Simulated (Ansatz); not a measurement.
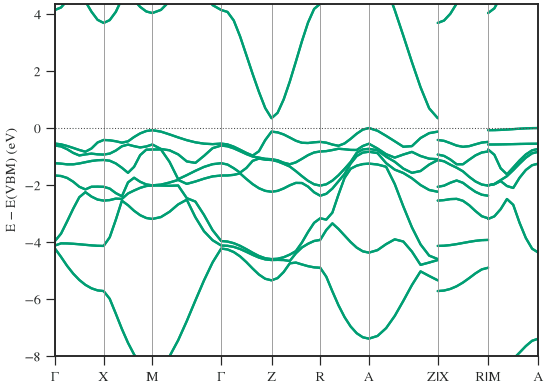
Band structure from the program Ansatz at the PBEsol with spin–orbit coupling level (PAW)

**Question.** Read off the gap and where the band edges lie.

**Answer.** About 0.3 eV (0.35 eV by a search for the band edges); maximum at A, minimum at Z.

The material is BaGaHO₂ in space group P4/mmm (No. 123; Ba on 1d, Ga on 1a, O on 2f, H on 1b).

The start of the workflow was typed in or built on a structure type; neither database checked (COD, Materials Project) lists it. Its standing as an ambient phase is unchecked. The cell was relaxed with PBEsol under the symmetry of its start; phonons show weakly imaginary modes.

Potentials: the earlier of the program's two PAW sets. The files were generated under PBE; for other functionals the program regenerates the frozen cores, and for LDA and PBEsol the local potential too.
